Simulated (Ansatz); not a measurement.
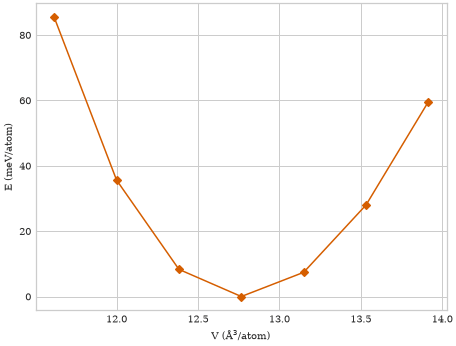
ZnRh (CsCl type, space group No. 221) under volume change, LDA in the plane-wave PAW code Ansatz, scaled uniformly.

**Question.** What does a third-order Birch–Murnaghan fit give for V₀, B₀ and B′?

**Answer.** V₀ = 12.77 Å³/atom, B₀ = 219 GPa, B′ = 5.0.

Space group Pm-3m (CsCl type). The workflow started from a Materials Project entry (that database holds measured and hypothetical structures alike); the Crystallography Open Database copy checked does not list it. With Zn and Rh taken as one species the cell has the higher symmetry Im-3m, so it may be an ordered model of a mixed-site phase. Whether it is the stable phase at ambient conditions was not checked. Symmetry was held in the LDA relaxation; of distortions, only those at the zone centre were tested. The run is not spin-polarised.

Potentials: the later of the program's two PAW sets.
